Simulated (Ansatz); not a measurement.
# Direct or indirect: KBr (Fm-3m)

```
CELL_PARAMETERS angstrom
0.00000 3.30000 3.30000
3.30000 0.00000 3.30000
3.30000 3.30000 0.00000
ATOMIC_POSITIONS crystal
Br 0.50000 0.50000 0.50000
K 0.00000 0.00000 0.00000
```

Method: Ansatz, PBE, independent particles, without spin-orbit coupling, line width 0.2 eV (Gaussian). The band structure gives a fundamental gap of 4.44 eV. The spectrum of vertical transitions near the edge:

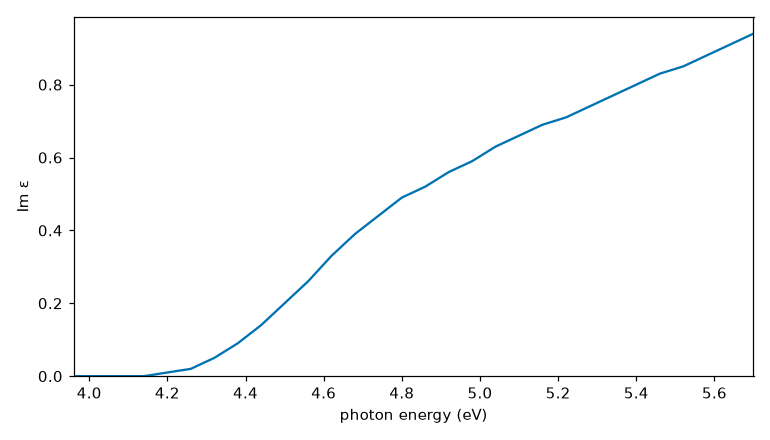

(1) Is the gap direct or indirect, and about where do vertical transitions set in?

Answers

(1) Direct: the band path has its least direct gap at the fundamental one, 4.44 eV, and the curves rise from there. Lines are broadened by 0.2 eV, which spreads the edge.

[Logs are printed without paths, hosts, clocks, repeated set-up lines and the standing remarks that a program may print on its own settings, such as how far it seeks lower states.]
